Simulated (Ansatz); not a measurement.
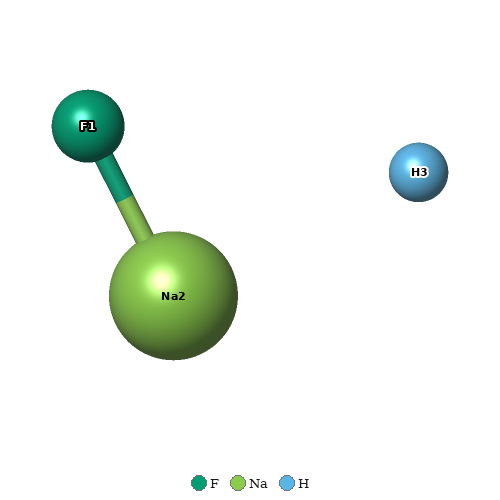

The system is F + NaH, spin multiplicity 2; the picture shows the reference structure. First axis: distance F1–Na2. Second axis: distance Na2–H3. Nothing is relaxed (the angle F1–Na2–H3 is fixed at 90 degrees). The scan uses a 16 × 16 grid. Points are written as (first, second). Energies: kJ/mol, counted from the lowest grid point. Level of theory: UKS PBE0-D4/def2-SVPD in Ansatz.

Its coordinates:

```xyz
3

F    -1.9250    0.0000    0.0000
Na    0.0000    0.0000    0.0000
H     0.0000    2.7730    0.0000
```

Range: distance F1–Na2 from 1.808 to 3.408 Å; distance Na2–H3 from 1.576 to 3.176 Å.

What landscape does the calculation give?

The lowest grid point is at (1.925 Å, 2.773 Å). The highest grid point, (3.408 Å, 1.576 Å), lies 235 kJ/mol above the lowest.

```tsv
distance Na2–H3 ↓, distance F1–Na2 →	1.808	1.925	2.095	2.294	2.515	2.752	3.005	3.271
3.039	12	0	10	38	76	115	154	192
2.773	11	0	9	38	75	114	153	188
2.520	12	1	10	38	76	114	151	181
2.283	15	3	13	41	78	116	149	176
2.062	21	10	19	47	83	118	150	175
1.863	34	23	32	59	94	128	157	181
1.693	57	45	54	81	115	148	176	200
1.576	83	72	81	108	142	174	202	225
```

The table holds every second grid line.

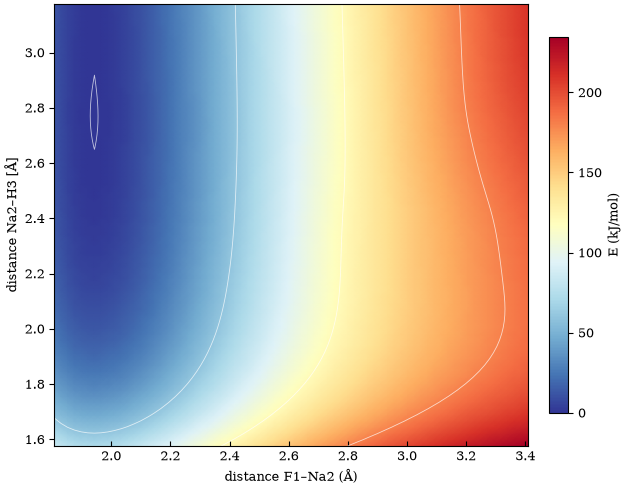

Drawn: a smooth colour map with a few white contour lines. Between grid points the surface is interpolated.

Each point was launched as `ansatz run input.yaml --threads 1 --pin off --max-ram 2560MiB --backend cpu --events-out ev --progress --plain --runs-dir out`. Time for the 256 points that were run: 9 min on 1 thread of Arm Neoverse V2, with other jobs on the host.
